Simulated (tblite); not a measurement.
Geometry relaxation of CH11N3OSi3 (part 2 of 2)

Continued. System: CH11N3OSi3, SMILES CO[SiH]1N[SiH2]N[SiH2]N1. Method: GFN2-xTB geometry optimisation, gas phase (tblite 0.8.0). 

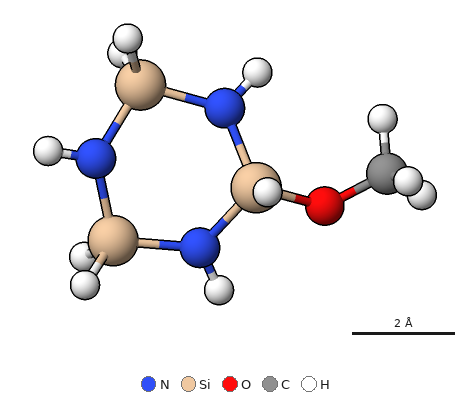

**Figure 1.** The geometry at step 126 of the log (ball-and-stick view, seen at a tilt).

**Trajectory as extended XYZ, continued**
```
19
Properties=species:S:1:pos:R:3:forces:R:3 step=77 energy=-706.64495
N    -0.1089   -1.0296    1.1273    0.0510  -0.0570   0.0510
Si   -1.8010   -1.0076    1.4172    0.0100   0.0400   0.0270
N    -2.5151   -0.0050    0.2047   -0.0170   0.0050   0.0070
Si   -1.8410    0.8993   -1.1028    0.0040  -0.0060  -0.0080
N    -0.1263    0.7184   -1.0583    0.0130  -0.0270  -0.0380
Si    0.7685    0.2050    0.3234   -0.0130  -0.0100  -0.0150
O     2.1534   -0.5686   -0.0288   -0.0030   0.0740  -0.0260
C     3.3030   -0.0077   -0.5715   -0.0010   0.0010   0.0060
H     0.4306   -1.7253    1.6128   -0.0410   0.0230  -0.0370
H    -2.2854   -2.3922    1.3268   -0.0180   0.0250  -0.0060
H    -2.1025   -0.4094    2.7320   -0.0250  -0.0320  -0.0240
H    -3.5172    0.0654    0.2739    0.0300   0.0090   0.0070
H    -2.2119    2.3140   -0.9238    0.0150  -0.0040   0.0020
H    -2.3184    0.3931   -2.3973    0.0010  -0.0160  -0.0100
H     0.3538    0.8072   -1.9375   -0.0190  -0.0080   0.0580
H     1.0051    1.3899    1.1618    0.0270  -0.0160   0.0080
H     3.0919    0.5112   -1.5108   -0.0060  -0.0090   0.0240
H     3.7508    0.7068    0.1250   -0.0220   0.0010  -0.0140
H     4.0135   -0.8138   -0.7603    0.0140   0.0060  -0.0110
19
Properties=species:S:1:pos:R:3:forces:R:3 step=84 energy=-706.64993
N    -0.1081   -1.0234    1.1546    0.0210  -0.0070   0.0420
Si   -1.8076   -1.0233    1.3978   -0.0030  -0.0200   0.0320
N    -2.5017    0.0595    0.2463    0.0110  -0.0110   0.0190
Si   -1.8398    0.8737   -1.1215   -0.0080   0.0280   0.0160
N    -0.1301    0.6790   -1.0482    0.0770   0.0220  -0.0610
Si    0.7709    0.1999    0.3386    0.0350  -0.0160   0.0170
O     2.1557   -0.5703   -0.0154    0.0250  -0.0400  -0.0440
C     3.2899   -0.0112   -0.5891    0.0060   0.0140  -0.0140
H     0.4301   -1.6775    1.6946   -0.0270  -0.0140  -0.0320
H    -2.2771   -2.4034    1.2026   -0.0230   0.0220   0.0160
H    -2.1566   -0.5030    2.7320   -0.0190  -0.0380  -0.0090
H    -3.4922    0.1881    0.3593   -0.0360   0.0150   0.0020
H    -2.2316    2.2901   -0.9945    0.0240  -0.0260  -0.0530
H    -2.2839    0.2955   -2.3976   -0.0330   0.0040  -0.0080
H     0.3803    0.8984   -1.8868   -0.0380  -0.0100   0.0320
H     1.0450    1.3805    1.1702   -0.0140   0.0350   0.0250
H     3.0549    0.4881   -1.5324   -0.0120   0.0300   0.0020
H     3.7370    0.7199    0.0897    0.0290   0.0070  -0.0290
H     4.0078   -0.8094   -0.7864   -0.0130   0.0030   0.0470
19
Properties=species:S:1:pos:R:3:forces:R:3 step=91 energy=-706.65515
N    -0.1070   -1.0182    1.1873   -0.0230   0.0300  -0.0170
Si   -1.8119   -1.0282    1.3979   -0.0330  -0.0410  -0.0380
N    -2.4866    0.1020    0.2788    0.0080  -0.0020  -0.0060
Si   -1.8302    0.8518   -1.1284   -0.0260   0.0430   0.0170
N    -0.1203    0.6478   -1.0473   -0.0180   0.0150   0.0110
Si    0.7789    0.1877    0.3494   -0.0110   0.0170  -0.0160
O     2.1642   -0.5751   -0.0203    0.0140   0.0160   0.0160
C     3.2862   -0.0005   -0.6033    0.0320  -0.0010  -0.0140
H     0.4217   -1.6852    1.7190    0.0070  -0.0270  -0.0170
H    -2.3047   -2.3921    1.1495    0.0210  -0.0020  -0.0050
H    -2.1981   -0.5705    2.7400   -0.0030   0.0160   0.0490
H    -3.4736    0.2536    0.4018    0.0080   0.0120   0.0010
H    -2.2102    2.2754   -1.0588    0.0140  -0.0250  -0.0300
H    -2.2917    0.2497   -2.3912    0.0070  -0.0110   0.0480
H     0.3886    0.9390   -1.8632    0.0290  -0.0210  -0.0040
H     1.0495    1.3722    1.1808   -0.0060   0.0040  -0.0030
H     3.0408    0.4927   -1.5476   -0.0160  -0.0200  -0.0010
H     3.7361    0.7421    0.0610   -0.0250   0.0040   0.0270
H     4.0112   -0.7930   -0.7915    0.0210  -0.0050  -0.0180
19
Properties=species:S:1:pos:R:3:forces:R:3 step=98 energy=-706.65804
N    -0.1124   -1.0067    1.2012   -0.0210   0.0450  -0.0300
Si   -1.8208   -1.0351    1.3935    0.0080   0.0070  -0.0520
N    -2.4816    0.1260    0.2963    0.0390   0.0120   0.0140
Si   -1.8260    0.8470   -1.1275    0.0100  -0.0400   0.0290
N    -0.1151    0.6487   -1.0406    0.0190   0.0220   0.0180
Si    0.7842    0.1878    0.3565   -0.0220   0.0080   0.0090
O     2.1699   -0.5783   -0.0151   -0.0270   0.0150   0.0060
C     3.2850   -0.0006   -0.6118   -0.0190   0.0100   0.0160
H     0.4144   -1.6835    1.7215    0.0160  -0.0420   0.0000
H    -2.2997   -2.3954    1.1041    0.0110  -0.0080  -0.0100
H    -2.2271   -0.6198    2.7452    0.0090   0.0160   0.0110
H    -3.4598    0.3112    0.4381   -0.0050   0.0090   0.0030
H    -2.2083    2.2675   -1.1129   -0.0040   0.0250   0.0060
H    -2.2887    0.2016   -2.3656   -0.0010  -0.0240  -0.0040
H     0.4038    0.9568   -1.8446   -0.0190  -0.0210  -0.0090
H     1.0573    1.3756    1.1861    0.0000  -0.0290  -0.0180
H     3.0262    0.4837   -1.5576   -0.0010  -0.0230   0.0060
H     3.7241    0.7520    0.0483    0.0240  -0.0040  -0.0060
H     4.0175   -0.7873   -0.8013   -0.0150   0.0230   0.0120
19
Properties=species:S:1:pos:R:3:forces:R:3 step=105 energy=-706.66206
N    -0.1169   -1.0086    1.1965   -0.0100  -0.0290   0.0250
Si   -1.8245   -1.0349    1.3834   -0.0020   0.0210   0.0250
N    -2.4630    0.1788    0.3331   -0.0210   0.0040   0.0030
Si   -1.8153    0.8412   -1.1221   -0.0220  -0.0250  -0.0130
N    -0.1043    0.6498   -1.0373   -0.0120   0.0290  -0.0140
Si    0.7827    0.1911    0.3657   -0.0130  -0.0060   0.0270
O     2.1716   -0.5698    0.0031    0.0110  -0.0160   0.0230
C     3.2741    0.0129   -0.6088    0.0170  -0.0070  -0.0010
H     0.4001   -1.7229    1.6760    0.0280  -0.0030  -0.0140
H    -2.2990   -2.3877    1.0518   -0.0070   0.0100  -0.0060
H    -2.2378   -0.6488    2.7437    0.0200  -0.0150  -0.0240
H    -3.4416    0.3671    0.4737    0.0310   0.0220   0.0020
H    -2.1823    2.2662   -1.1549   -0.0220  -0.0180  -0.0070
H    -2.2939    0.1288   -2.3186    0.0140   0.0290  -0.0070
H     0.4141    0.9263   -1.8525   -0.0110  -0.0110  -0.0160
H     1.0488    1.3735    1.1992   -0.0070   0.0100   0.0070
H     3.0007    0.4749   -1.5604    0.0070   0.0120  -0.0140
H     3.7148    0.7798    0.0333   -0.0140   0.0140   0.0080
H     4.0147   -0.7663   -0.7910    0.0140  -0.0200  -0.0040
19
Properties=species:S:1:pos:R:3:forces:R:3 step=112 energy=-706.66506
N    -0.1150   -1.0087    1.2095    0.0310   0.0190  -0.0180
Si   -1.8254   -1.0373    1.3740    0.0330   0.0160   0.0260
N    -2.4468    0.2152    0.3605    0.0040   0.0030  -0.0220
Si   -1.8153    0.8244   -1.1224    0.0210   0.0300  -0.0370
N    -0.1010    0.6768   -1.0229    0.0030  -0.0160   0.0100
Si    0.7794    0.1976    0.3800    0.0250   0.0170  -0.0020
O     2.1704   -0.5646    0.0200   -0.0040  -0.0070   0.0000
C     3.2670    0.0135   -0.6078   -0.0090   0.0020   0.0020
H     0.4100   -1.7465    1.6439   -0.0310   0.0040  -0.0040
H    -2.2927   -2.3746    0.9859   -0.0350  -0.0350  -0.0090
H    -2.2544   -0.6915    2.7362    0.0080  -0.0070   0.0210
H    -3.4078    0.4585    0.5265   -0.0110  -0.0110   0.0470
H    -2.2093    2.2382   -1.2016   -0.0260   0.0120  -0.0120
H    -2.2775    0.0722   -2.3000    0.0030   0.0010  -0.0080
H     0.4130    0.9078   -1.8549    0.0050  -0.0100   0.0060
H     1.0485    1.3788    1.2161   -0.0280  -0.0180  -0.0060
H     2.9862    0.4591   -1.5648   -0.0040   0.0010  -0.0300
H     3.7022    0.7969    0.0174    0.0120  -0.0010   0.0220
H     4.0115   -0.7646   -0.7820    0.0030   0.0020   0.0150
19
Properties=species:S:1:pos:R:3:forces:R:3 step=119 energy=-706.66694
N    -0.1110   -1.0102    1.2082    0.0010  -0.0020  -0.0160
Si   -1.8204   -1.0354    1.3711   -0.0030  -0.0130   0.0070
N    -2.4327    0.2322    0.3708    0.0010  -0.0020   0.0040
Si   -1.8135    0.8251   -1.1249   -0.0030   0.0120   0.0020
N    -0.0978    0.6875   -1.0218   -0.0070  -0.0120   0.0090
Si    0.7777    0.2025    0.3827    0.0010   0.0050  -0.0050
O     2.1711   -0.5570    0.0294   -0.0040   0.0000  -0.0060
C     3.2659    0.0170   -0.6048    0.0010  -0.0020   0.0030
H     0.4081   -1.7679    1.6125    0.0010  -0.0110   0.0070
H    -2.3075   -2.3617    0.9611   -0.0050  -0.0080   0.0060
H    -2.2458   -0.7090    2.7393    0.0070  -0.0020   0.0100
H    -3.3839    0.4912    0.5658   -0.0140   0.0200  -0.0030
H    -2.2290    2.2314   -1.2279    0.0000   0.0050  -0.0010
H    -2.2720    0.0518   -2.2899    0.0030  -0.0060  -0.0120
H     0.4162    0.8793   -1.8635    0.0050   0.0000  -0.0080
H     1.0209    1.3801    1.2282    0.0020   0.0010  -0.0050
H     2.9835    0.4498   -1.5681    0.0110   0.0070   0.0030
H     3.7007    0.8057    0.0143   -0.0020   0.0110  -0.0010
H     4.0124   -0.7612   -0.7688    0.0040  -0.0040   0.0040
19
Properties=species:S:1:pos:R:3:forces:R:3 step=126 energy=-706.66762
N    -0.1124   -1.0227    1.1936    0.0100  -0.0250  -0.0030
Si   -1.8202   -1.0346    1.3743   -0.0090  -0.0080  -0.0010
N    -2.4348    0.2291    0.3687   -0.0090  -0.0030   0.0010
Si   -1.8164    0.8300   -1.1249    0.0020  -0.0010   0.0060
N    -0.1021    0.6797   -1.0271    0.0270   0.0040  -0.0160
Si    0.7743    0.1982    0.3776    0.0070  -0.0070  -0.0030
O     2.1721   -0.5541    0.0261    0.0020   0.0130  -0.0090
C     3.2710    0.0224   -0.5987   -0.0020   0.0060  -0.0050
H     0.4038   -1.7830    1.5986   -0.0020   0.0200  -0.0110
H    -2.3226   -2.3625    0.9844    0.0060   0.0150   0.0050
H    -2.2190   -0.6960    2.7478   -0.0100   0.0040   0.0040
H    -3.3870    0.4884    0.5610    0.0000   0.0060   0.0080
H    -2.2259    2.2390   -1.2183    0.0000  -0.0010   0.0030
H    -2.2720    0.0678   -2.2981   -0.0150  -0.0070  -0.0090
H     0.4107    0.8567   -1.8733   -0.0080  -0.0010   0.0080
H     1.0072    1.3781    1.2229    0.0060  -0.0080  -0.0030
H     2.9981    0.4567   -1.5641   -0.0090  -0.0050  -0.0030
H     3.6995    0.8139    0.0217    0.0000  -0.0130   0.0130
H     4.0188   -0.7560   -0.7584    0.0050   0.0120   0.0150
19
Properties=species:S:1:pos:R:3:forces:R:3 step=133 energy=-706.66836
N    -0.1156   -1.0444    1.1703    0.0040  -0.0040   0.0000
Si   -1.8206   -1.0293    1.3806    0.0090   0.0140  -0.0010
N    -2.4367    0.2289    0.3683    0.0090  -0.0010  -0.0020
Si   -1.8149    0.8312   -1.1247   -0.0150  -0.0140  -0.0010
N    -0.1005    0.6716   -1.0367   -0.0090   0.0050  -0.0080
Si    0.7716    0.1856    0.3689    0.0010  -0.0150  -0.0200
O     2.1736   -0.5582    0.0170    0.0080   0.0030  -0.0020
C     3.2730    0.0368   -0.5897    0.0070  -0.0030   0.0100
H     0.3994   -1.8130    1.5602   -0.0090   0.0080   0.0020
H    -2.3411   -2.3541    1.0123   -0.0060  -0.0130  -0.0010
H    -2.1938   -0.6718    2.7573   -0.0070   0.0050  -0.0080
H    -3.3844    0.5002    0.5683    0.0190  -0.0020  -0.0010
H    -2.2133    2.2439   -1.2062   -0.0020   0.0060  -0.0020
H    -2.2826    0.0800   -2.3024   -0.0020   0.0040   0.0210
H     0.4067    0.8101   -1.8930   -0.0020   0.0050   0.0000
H     0.9977    1.3639    1.2165    0.0030  -0.0010   0.0100
H     3.0054    0.4683   -1.5585    0.0190  -0.0030   0.0250
H     3.6821    0.8297    0.0421   -0.0190   0.0090  -0.0120
H     4.0367   -0.7284   -0.7368   -0.0080  -0.0030  -0.0110
19
Properties=species:S:1:pos:R:3:forces:R:3 step=140 energy=-706.66903
N    -0.1180   -1.0616    1.1565   -0.0080   0.0060  -0.0060
Si   -1.8202   -1.0282    1.3841    0.0000   0.0120  -0.0140
N    -2.4254    0.2378    0.3754   -0.0010   0.0090  -0.0060
Si   -1.8139    0.8285   -1.1260   -0.0020  -0.0040  -0.0060
N    -0.0992    0.6617   -1.0479   -0.0110  -0.0030   0.0070
Si    0.7697    0.1703    0.3580   -0.0030  -0.0060  -0.0040
O     2.1764   -0.5655    0.0092    0.0000  -0.0070  -0.0050
C     3.2733    0.0486   -0.5821    0.0010   0.0020  -0.0030
H     0.3929   -1.8335    1.5435    0.0100  -0.0090   0.0080
H    -2.3600   -2.3465    1.0185    0.0020  -0.0060   0.0050
H    -2.1864   -0.6628    2.7607    0.0040  -0.0010  -0.0080
H    -3.3650    0.5267    0.5873    0.0030   0.0000   0.0000
H    -2.2013    2.2443   -1.2129   -0.0040  -0.0040   0.0000
H    -2.2974    0.0735   -2.2947    0.0020   0.0040   0.0200
H     0.4054    0.7904   -1.9072   -0.0030   0.0040   0.0010
H     0.9926    1.3434    1.2139   -0.0010   0.0070   0.0020
H     3.0112    0.4778   -1.5527    0.0030   0.0010  -0.0030
H     3.6577    0.8499    0.0540    0.0050  -0.0070   0.0020
H     4.0506   -0.7036   -0.7237    0.0030   0.0030   0.0100
19
Properties=species:S:1:pos:R:3:forces:R:3 step=147 energy=-706.66932
N    -0.1186   -1.0692    1.1478   -0.0070   0.0070  -0.0070
Si   -1.8206   -1.0288    1.3795    0.0060  -0.0010   0.0040
N    -2.4233    0.2430    0.3774    0.0000  -0.0010   0.0040
Si   -1.8161    0.8287   -1.1272    0.0030  -0.0050  -0.0020
N    -0.1017    0.6605   -1.0501    0.0000  -0.0010  -0.0040
Si    0.7696    0.1647    0.3531   -0.0080   0.0040   0.0030
O     2.1768   -0.5695    0.0025   -0.0070  -0.0020   0.0010
C     3.2753    0.0498   -0.5802    0.0020  -0.0030   0.0010
H     0.3930   -1.8325    1.5514    0.0020   0.0000  -0.0020
H    -2.3623   -2.3485    1.0199    0.0010   0.0060  -0.0060
H    -2.1829   -0.6645    2.7572    0.0020   0.0020  -0.0020
H    -3.3582    0.5409    0.5964   -0.0060  -0.0030   0.0040
H    -2.2059    2.2433   -1.2187   -0.0010   0.0000  -0.0010
H    -2.3033    0.0672   -2.2887   -0.0020  -0.0010   0.0020
H     0.4021    0.7972   -1.9089   -0.0020   0.0000   0.0100
H     0.9916    1.3378    1.2107    0.0030  -0.0040  -0.0030
H     3.0176    0.4780   -1.5523    0.0090   0.0040  -0.0040
H     3.6527    0.8514    0.0594   -0.0010   0.0050   0.0020
H     4.0572   -0.6984   -0.7154    0.0050  -0.0070   0.0000
19
Properties=species:S:1:pos:R:3:forces:R:3 step=154 energy=-706.66954
N    -0.1195   -1.0715    1.1390    0.0000   0.0050   0.0040
Si   -1.8204   -1.0286    1.3777    0.0020  -0.0060   0.0010
N    -2.4243    0.2469    0.3815   -0.0050  -0.0010   0.0040
Si   -1.8213    0.8263   -1.1269   -0.0020   0.0110   0.0040
N    -0.1063    0.6651   -1.0495    0.0000   0.0000   0.0000
Si    0.7683    0.1667    0.3502    0.0040   0.0010   0.0020
O     2.1743   -0.5668   -0.0061    0.0010  -0.0070  -0.0040
C     3.2807    0.0484   -0.5783    0.0010   0.0010   0.0030
H     0.3936   -1.8314    1.5475    0.0000   0.0010  -0.0030
H    -2.3628   -2.3470    1.0140    0.0000   0.0090   0.0010
H    -2.1812   -0.6634    2.7554    0.0050  -0.0060   0.0040
H    -3.3569    0.5475    0.6063   -0.0010  -0.0020  -0.0030
H    -2.2160    2.2396   -1.2228    0.0010  -0.0060  -0.0040
H    -2.3088    0.0575   -2.2828   -0.0020  -0.0030  -0.0050
H     0.3982    0.8008   -1.9075   -0.0030   0.0060  -0.0110
H     0.9931    1.3371    1.2106    0.0010  -0.0040  -0.0030
H     3.0363    0.4765   -1.5541   -0.0030  -0.0020   0.0020
H     3.6536    0.8500    0.0640    0.0020   0.0030   0.0030
H     4.0621   -0.7024   -0.7044   -0.0030  -0.0010   0.0040
19
Properties=species:S:1:pos:R:3:forces:R:3 step=161 energy=-706.66976
N    -0.1199   -1.0683    1.1337    0.0130  -0.0110   0.0060
Si   -1.8197   -1.0278    1.3786   -0.0010   0.0010  -0.0080
N    -2.4284    0.2465    0.3840    0.0000   0.0080  -0.0010
Si   -1.8271    0.8254   -1.1255   -0.0090   0.0100  -0.0010
N    -0.1112    0.6718   -1.0516   -0.0010  -0.0030  -0.0050
Si    0.7688    0.1678    0.3429    0.0040   0.0010   0.0000
O     2.1715   -0.5697   -0.0186    0.0040   0.0100   0.0040
C     3.2869    0.0454   -0.5739   -0.0020  -0.0030  -0.0010
H     0.3938   -1.8271    1.5438    0.0000   0.0040  -0.0080
H    -2.3635   -2.3451    1.0146   -0.0010   0.0010   0.0020
H    -2.1714   -0.6658    2.7589   -0.0040  -0.0010   0.0100
H    -3.3615    0.5457    0.6093    0.0030  -0.0030  -0.0030
H    -2.2251    2.2371   -1.2291   -0.0010  -0.0020   0.0060
H    -2.3159    0.0534   -2.2788    0.0000  -0.0080  -0.0050
H     0.3887    0.8137   -1.9116    0.0020   0.0030   0.0020
H     0.9994    1.3349    1.2060    0.0030   0.0020  -0.0040
H     3.0560    0.4745   -1.5527    0.0010  -0.0040   0.0060
H     3.6535    0.8465    0.0736   -0.0110  -0.0140  -0.0010
H     4.0678   -0.7078   -0.6898   -0.0010   0.0080   0.0020
19
Properties=species:S:1:pos:R:3:forces:R:3 step=168 energy=-706.66990
N    -0.1188   -1.0687    1.1298    0.0020  -0.0040   0.0020
Si   -1.8180   -1.0254    1.3789    0.0030   0.0030   0.0060
N    -2.4276    0.2511    0.3874    0.0020   0.0010   0.0020
Si   -1.8317    0.8252   -1.1262    0.0000  -0.0060  -0.0010
N    -0.1154    0.6719   -1.0551    0.0010  -0.0010  -0.0050
Si    0.7684    0.1669    0.3367   -0.0020   0.0000   0.0030
O     2.1695   -0.5725   -0.0260   -0.0010   0.0000  -0.0040
C     3.2891    0.0445   -0.5697    0.0040  -0.0010   0.0000
H     0.3958   -1.8292    1.5351   -0.0030   0.0000  -0.0040
H    -2.3666   -2.3403    1.0152   -0.0020  -0.0070  -0.0010
H    -2.1650   -0.6666    2.7620   -0.0010   0.0020  -0.0030
H    -3.3616    0.5470    0.6128    0.0000   0.0010  -0.0010
H    -2.2308    2.2361   -1.2307   -0.0030   0.0000  -0.0010
H    -2.3208    0.0467   -2.2762    0.0010   0.0060   0.0050
H     0.3832    0.8199   -1.9149    0.0020   0.0030   0.0020
H     1.0047    1.3321    1.2005   -0.0010   0.0070  -0.0020
H     3.0685    0.4738   -1.5505   -0.0060   0.0000  -0.0010
H     3.6468    0.8450    0.0825   -0.0010   0.0020   0.0030
H     4.0730   -0.7062   -0.6779    0.0040  -0.0050   0.0010
```

This output came from the following input.

**Input file**
```
{"job": {"kind": "relax", "xc": "GFN2-xTB", "basis": "xTB"}, "charge": 0, "multiplicity": 1}
N     -0.111676    -1.197476     1.035351
Si    -1.667389    -0.708674     1.374442
N     -2.350231    -0.489519    -0.156502
Si    -1.630335     0.860487    -0.876589
N     -0.070055     0.314105    -1.188646
Si     0.706021     0.038713     0.267808
O      2.176677    -0.596685    -0.113733
C      3.243721     0.281171    -0.466408
H     -0.140678    -2.016325     0.401386
H     -2.393598    -1.852450     1.987438
H     -1.767855     0.469552     2.208328
H     -3.336873    -0.301412    -0.062681
H     -1.707305     2.058739    -0.047697
H     -2.283992     1.051677    -2.160260
H     -0.105853    -0.576131    -1.655041
H      0.853098     1.247536     1.121471
H      2.997574     0.853412    -1.360006
H      3.496038     0.944606     0.389042
H      4.135588    -0.330090    -0.683910
```

The first line tells a small driver script what to run in tblite; the rest is the geometry in Å.

Run as:
```bash
OMP_NUM_THREADS=1 python <driver script> task.json out
```

**Summary**

- outcome: converged
- total energy: −706.6699 eV
- hardware: 1 CPU thread, shared host
- wall time: 7.1 s
- peak memory: 0.17 GiB
